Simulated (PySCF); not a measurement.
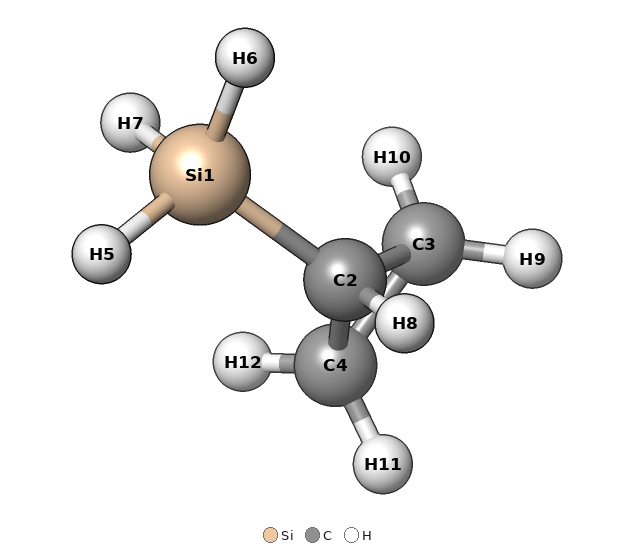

The geometry was computed by an optimisation with PBE0-D3(BJ)/def2-SVP. No frequency run is at hand to confirm it as a minimum. Method: delta-SCF UKS SCAN, pcX-2 on the ionised atom, pcseg-1 elsewhere, spin-free X2C (PySCF 2.14.0).

Give the core-electron binding energies (to vacuum; p and d levels without spin–orbit splitting) of Si1 1s, Si1 2p, C2 1s, C3 1s.

```tsv
atom	level	binding energy (eV)
Si1	1s	1846.3
Si1	2p	106.8
C2	1s	290.3
C3	1s	290.7
```
